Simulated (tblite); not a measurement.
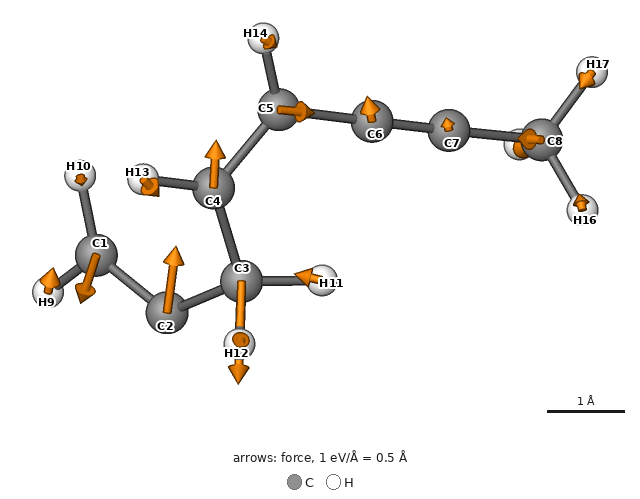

Starting geometry of C8H9 (multiplicity 2) with the computed forces as orange arrows. Style: ball-and-stick. Shown from a free direction.

The calculation used GFN2-xTB geometry optimisation, gas phase (tblite). 

### What follows when this structure is relaxed?

It isn't relaxed: the largest force vector, on a C atom, is 2.85 eV/Å. The final displacements have little in common with the starting forces (cosine between the two patterns 0.29). The atom that moves furthest after the best rigid fit is an H atom (0.37 Å). By element the largest moves are H 0.37 Å, C 0.26 Å. Among the contacts that change: C–C 1.458 → 1.408 Å, C–H 1.131 → 1.094 Å, C–C 1.473 → 1.501 Å, C–C 1.471 → 1.445 Å. Among the angles between lasting bonds that change: C–C–C 126.4° → 145.1°, C–C–H 124.3° → 115.9°, C–C–C 117.2° → 123.8°. The energy falls by 50.3 kJ/mol in 62 geometry steps.
